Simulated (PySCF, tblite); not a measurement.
# C5H4ClN: vibronic structure

What do calculations give for the vibronic structure of C5H4ClN (`Clc1ccncc1`)?

Computed with tblite 0.8.0 and PySCF 2.14.0 and routines of our own; the level stands in each step. Atoms count from 0.

### Step 1. The system as given

11 atoms, charge 0, multiplicity 1; geometry from: force field or distance geometry start.

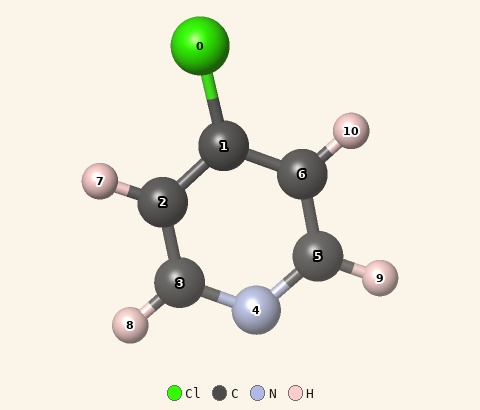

The starting geometry (chlorine green, carbon dark grey, nitrogen light blue, hydrogen pink).

### Step 2. Geometry optimisation with GFN2-xTB

The job: settings as JSON, then the geometry in Å.

```
{"job": {"kind": "relax", "xc": "GFN2-xTB", "basis": "xTB"}, "charge": 0, "multiplicity": 1}
Cl    -0.501200     2.810600     0.162300
C     -0.174000     1.118500     0.054100
C     -1.213200     0.224800     0.003300
C     -0.981700    -1.134400    -0.088900
N      0.262500    -1.655800    -0.091600
C      1.310100    -0.805700    -0.040000
C      1.103000     0.579400     0.040200
H     -2.232100     0.629000     0.018200
H     -1.820100    -1.807300    -0.127600
H      2.318500    -1.220800    -0.048100
H      1.933700     1.264400     0.092200
```

The run is started by

```bash
> OMP_NUM_THREADS=1 python excited_run.py task.json out
```

This one command runs all jobs of the session in turn.

The log of the run:

```text
step      E/eV     max force
  0    -549.61698    1.662
  1    -549.68805    0.845
  2    -549.71226    0.611
  3    -549.74230    0.393
  4    -549.74780    0.256
  5    -549.75344    0.209
  6    -549.75537    0.221
  7    -549.75708    0.136
  8    -549.75760    0.058
  9    -549.75783    0.040
 10    -549.75801    0.053
 11    -549.75818    0.054
 12    -549.75828    0.034
 13    -549.75833    0.017
 14    -549.75836    0.018
 15    -549.75839    0.013
 16    -549.75840    0.011
 17    -549.75841    0.008
```

Run time: 0.07 s. Hardware: 1 thread of Arm Neoverse V2, shared host.

The steps of the relaxation:

| step | energy from step 0 (eV) | largest force (eV/Å) |
| --- | --- | --- |
| 0 | 0.0000 | 1.6623 |
| 1 | -0.0711 | 0.8452 |
| 2 | -0.0953 | 0.6110 |
| 3 | -0.1253 | 0.3932 |
| 4 | -0.1308 | 0.2555 |
| 5 | -0.1365 | 0.2088 |
| 6 | -0.1384 | 0.2208 |
| 7 | -0.1401 | 0.1363 |
| 8 | -0.1406 | 0.0578 |
| 9 | -0.1409 | 0.0397 |
| 10 | -0.1410 | 0.0532 |
| 11 | -0.1412 | 0.0537 |
| 12 | -0.1413 | 0.0341 |
| 13 | -0.1413 | 0.0173 |
| 14 | -0.1414 | 0.0184 |
| 15 | -0.1414 | 0.0131 |
| 16 | -0.1414 | 0.0114 |
| 17 | -0.1414 | 0.0083 |

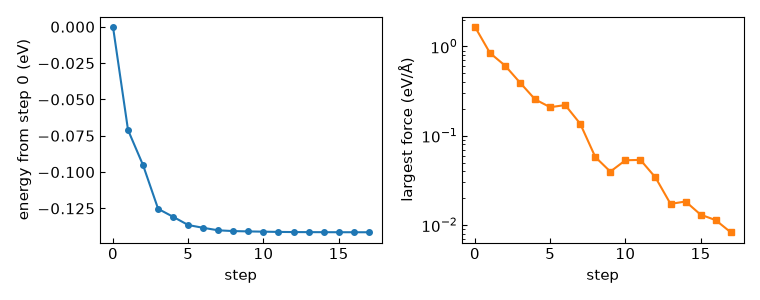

Energy and largest force along the relaxation.

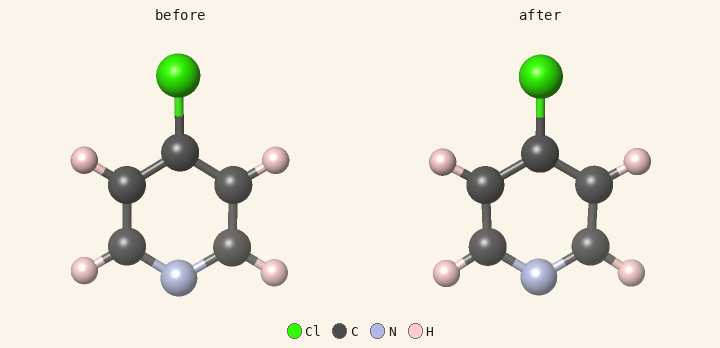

Before and after, at one scale.

Distances of close pairs at the start and the end, largest changes first:

| bond | before (Å) | after (Å) | change (Å) |
| --- | --- | --- | --- |
| N4–C5 | 1.350 | 1.320 | -0.030 |
| C3–N4 | 1.349 | 1.320 | -0.029 |
| C2–H7 | 1.096 | 1.078 | -0.019 |
| C5–C6 | 1.403 | 1.387 | -0.016 |
| C1–C2 | 1.372 | 1.387 | +0.015 |
| C5–H9 | 1.091 | 1.082 | -0.009 |
| C3–H8 | 1.076 | 1.082 | +0.006 |
| C2–C3 | 1.382 | 1.387 | +0.005 |

The final coordinates are the input of the step that follows.

### Step 3. Harmonic vibrations with GFN2-xTB

The job: settings as JSON, then the geometry in Å.

```
{"job": {"kind": "ir", "xc": "GFN2-xTB", "basis": "xTB"}, "charge": 0, "multiplicity": 1}
Cl    -0.443010     2.808147     0.160260
C     -0.173921     1.105033     0.061303
C     -1.248490     0.230795    -0.000421
C     -0.968018    -1.125383    -0.079094
N      0.256222    -1.619852    -0.095890
C      1.269114    -0.774931    -0.035907
C      1.117993     0.601557     0.043789
H     -2.263095     0.593625     0.012038
H     -1.767788    -1.851697    -0.130537
H      2.254214    -1.221296    -0.051457
H      1.972204     1.256671     0.089953
```

The log of the run:

```text
mode    cm-1     km/mol
  1     171.4      2.93
  2     276.3      1.33
  3     338.8      0.00
  4     386.1      1.20
  5     471.6     10.10
  6     625.1      0.61
  7     687.8      4.52
  8     694.5     29.91
  9     791.4     15.82
 10     877.1      0.00
 11     909.7      0.43
 12     921.9      0.00
 13     992.4      0.17
 14    1089.4      2.15
 15    1104.8      0.89
 16    1115.0     32.51
 17    1202.2      1.27
 18    1253.4      0.55
 19    1278.8      4.61
 20    1370.7     11.10
 21    1437.1     12.32
 22    1554.0    207.85
 23    1564.7     15.14
 24    3067.2     18.44
 25    3067.7     23.63
 26    3111.3      7.52
 27    3112.4      7.34
```

Run time: 0.21 s. Hardware: 1 thread of Arm Neoverse V2, shared host.

Which atoms move in the most intense modes:

| cm⁻¹ | km/mol | atoms |
| --- | --- | --- |
| 694 | 29.9 | C1 21 %, N4 18 %, Cl0 11 %, C6 11 % |
| 791 | 15.8 | H10 24 %, H7 24 %, H9 13 %, H8 13 % |
| 1115 | 32.5 | C1 39 %, C5 11 %, C3 11 %, C6 11 % |
| 1437 | 12.3 | C2 17 %, C6 17 %, C1 12 % |
| 1554 | 207.8 | C3 25 %, C5 25 %, C6 17 %, C2 17 % |
| 1565 | 15.1 | C1 32 %, N4 21 %, C2 12 %, C6 12 % |
| 3067 | 18.4 | H9 79 %, H8 13 % |
| 3068 | 23.6 | H8 79 %, H9 13 % |

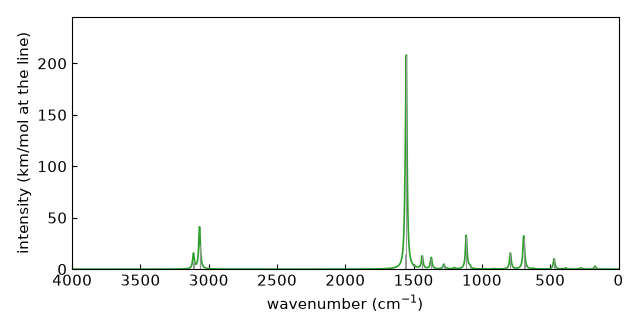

The infrared spectrum from these modes, unscaled. Lines are broadened to a width of 14 cm⁻¹ (Lorentzian).

### Step 4. Vibronic structure: TDDFT B3LYP/def2-SVP

The job, as its differences from that of step 3:

```diff
@@ -1,2 +1,2 @@
-{"job": {"kind": "ir", "xc": "GFN2-xTB", "basis": "xTB"}, "charge": 0, "multiplicity": 1}
+{"job": {"kind": "vib", "xc": "B3LYP", "basis": "def2-SVP", "tda": false}, "charge": 0, "multiplicity": 1}
 Cl    -0.443010     2.808147     0.160260
```

Method: TDDFT B3LYP/def2-SVP vertical-gradient vibronic structure (displaced harmonic oscillators, Condon), gas phase.

The log of the run:

```text
final grid: 47224 points
cycle   1  E = -707.5337856240  dE =  1.189e+00  |g| = 3.695e-01  |ddm| = 4.044e+00
cycle   2  E = -707.4936111145  dE =  4.017e-02  |g| = 5.608e-01  |ddm| = 1.074e+00
cycle   3  E = -707.5666119845  dE = -7.300e-02  |g| = 1.091e-01  |ddm| = 6.635e-01
cycle   4  E = -707.5693470485  dE = -2.735e-03  |g| = 4.181e-02  |ddm| = 1.535e-01
cycle   5  E = -707.5697994262  dE = -4.524e-04  |g| = 1.088e-02  |ddm| = 5.606e-02
cycle   6  E = -707.5698288360  dE = -2.941e-05  |g| = 1.910e-03  |ddm| = 1.352e-02
cycle   7  E = -707.5698295813  dE = -7.453e-07  |g| = 5.897e-04  |ddm| = 2.319e-03
cycle   8  E = -707.5698296617  dE = -8.037e-08  |g| = 1.577e-04  |ddm| = 7.771e-04
cycle   9  E = -707.5698296673  dE = -5.635e-09  |g| = 6.198e-05  |ddm| = 2.094e-04
cycle  10  E = -707.5698296682  dE = -8.813e-10  |g| = 1.289e-05  |ddm| = 8.336e-05
converged SCF energy = -707.5698296682

Singlet excitations (eV, f): 4.842 (0.0035)  4.944 (0.0000)  5.548 (0.0034)  6.166 (0.0487)  6.618 (0.0000)  6.816 (0.2494)

State S1  4.8419 eV  f = 0.00349  H->L 0.99
  relaxed dipole 2.299 D, largest gradient of the excitation energy 0.0596 Eh/bohr
  mode    cm-1        S   lambda/meV  Raman
    8    694.5    1.8428     158.7   0.810
   13    992.4    1.1136     137.0   1.000
   16   1115.0    0.3756      51.9   0.426
   17   1202.2    0.3092      46.1   0.407
   22   1554.0    0.1001      19.3   0.220
    4    386.1    0.3873      18.5   0.053
   14   1089.4    0.0314       4.2   0.034
  reorganisation energy 0.4376 eV, total S 4.167, 0-0 4.4043 eV
  absorption maximum 4.750 eV, width 0.524 eV

State S4  6.1664 eV  f = 0.04866  H-1->L 0.75, H-2->L+1 0.23
  relaxed dipole 3.025 D, largest gradient of the excitation energy 0.0337 Eh/bohr
  mode    cm-1        S   lambda/meV  Raman
   16   1115.0    0.4983      68.9   1.000
   22   1554.0    0.0784      15.1   0.306
   13    992.4    0.0908      11.2   0.144
   17   1202.2    0.0561       8.4   0.131
    8    694.5    0.0672       5.8   0.052
   14   1089.4    0.0299       4.0   0.057
   21   1437.1    0.0106       1.9   0.035
  reorganisation energy 0.1159 eV, total S 0.834, 0-0 6.0505 eV
  absorption maximum 6.051 eV, width 0.168 eV

State S6  6.8161 eV  f = 0.24942  H-1->L+1 0.46, H-2->L 0.44
  relaxed dipole 3.772 D, largest gradient of the excitation energy 0.0407 Eh/bohr
  mode    cm-1        S   lambda/meV  Raman
   16   1115.0    0.3340      46.2   1.000
   13    992.4    0.2255      27.7   0.535
   22   1554.0    0.1429      27.5   0.831
   14   1089.4    0.1292      17.5   0.369
    8    694.5    0.0439       3.8   0.051
   21   1437.1    0.0138       2.5   0.069
    4    386.1    0.0441       2.1   0.016
  reorganisation energy 0.1280 eV, total S 0.936, 0-0 6.6881 eV
  absorption maximum 6.688 eV, width 0.166 eV

State T1  4.1402 eV  f = 0.00000  H->L 0.97
  relaxed dipole 2.378 D, largest gradient of the excitation energy 0.0684 Eh/bohr
  mode    cm-1        S   lambda/meV  Raman
   13    992.4    1.0087     124.1   1.000
    8    694.5    1.4370     123.7   0.698
   17   1202.2    0.3117      46.5   0.454
   16   1115.0    0.3112      43.0   0.389
   22   1554.0    0.1797      34.6   0.437
    4    386.1    0.2266      10.8   0.034
   21   1437.1    0.0117       2.1   0.024
  reorganisation energy 0.3869 eV, total S 3.492, 0-0 3.7534 eV
  absorption maximum 4.095 eV, width 0.534 eV
```

Run time: 21 s. Hardware: 1 thread of Arm Neoverse V2, shared host; peak memory 0.61 GiB.

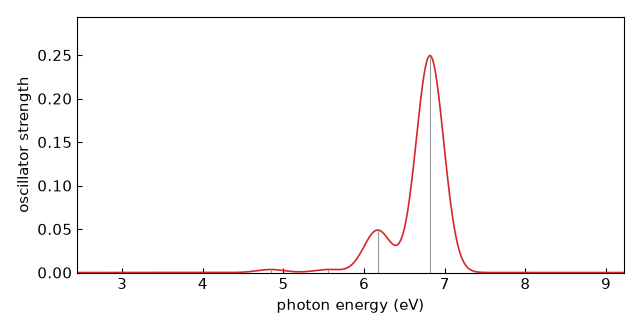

Absorption lines of the singlets. Lines are broadened to a width of 0.40 eV (Gaussian).

The fields below are evaluated on a grid from the run's orbitals.

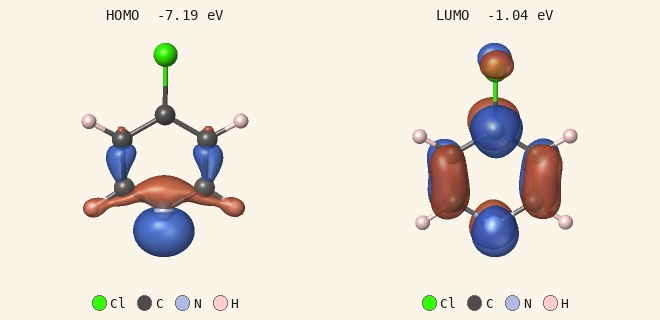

Frontier orbitals at B3LYP/def2-SVP; each surface holds 70 % of the orbital's density, blue and red mark the sign.

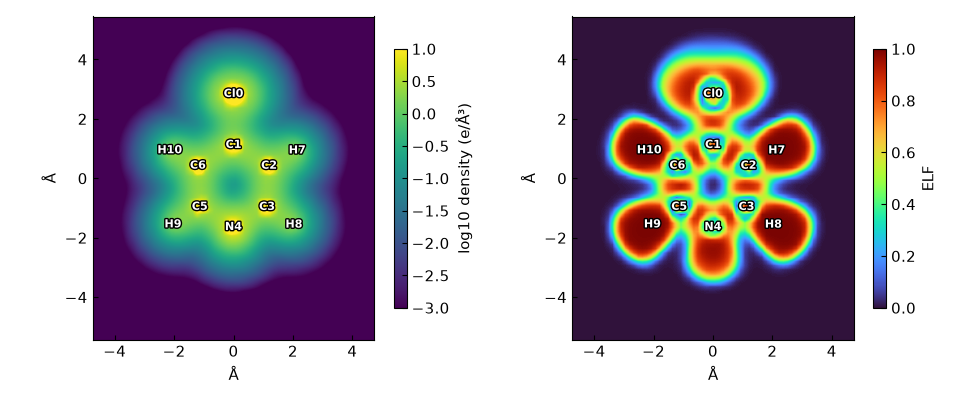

Density (left) and ELF (right) in a plane through or near 11 of the atoms.

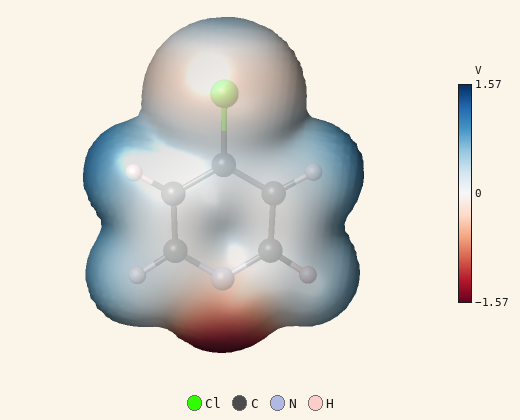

The potential that a unit positive charge feels on the 0.002 e/bohr³ surface, from the 1st to the 99th percentile, from -1.57 V near N4 to 1.03 V near H10.

### Step 5. Summary of results

| quantity | value |
| --- | --- |
| strongest single infrared mode (GFN2-xTB) | 1554 cm⁻¹, 208 km/mol |
| zero-point energy (GFN2-xTB) | 47.9 kcal/mol |
| S1: vertical, reorganisation, 0-0, total S (step 4, TDDFT B3LYP/def2-SVP, modes from GFN2-xTB) | 4.84, 0.44, 4.40 eV; 4.2 |
| S4: vertical, reorganisation, 0-0, total S (step 4, TDDFT B3LYP/def2-SVP, modes from GFN2-xTB) | 6.17, 0.12, 6.05 eV; 0.8 |
| S6: vertical, reorganisation, 0-0, total S (step 4, TDDFT B3LYP/def2-SVP, modes from GFN2-xTB) | 6.82, 0.13, 6.69 eV; 0.9 |
| surface potential, 1st and 99th percentile | -1.57 V and 1.03 V |

In words: No mode is imaginary among the 27: a minimum at this level. The strongest single mode, at 1554 cm⁻¹, is carried by C3, C5, C6, C2. GFN2-xTB is a fitted tight-binding method: band positions and strengths are rough. Its intensities can rank the bands wrongly. The vibronic model keeps the ground-state modes (from xTB) and shifts them along the gradient alone, so it can miss much of the relaxation that a full optimisation finds. At B3LYP/def2-SVP, counted by nearest atom on the grid, the HOMO lies on N4 69 %, the LUMO on C1 29 %; N4 24 %.
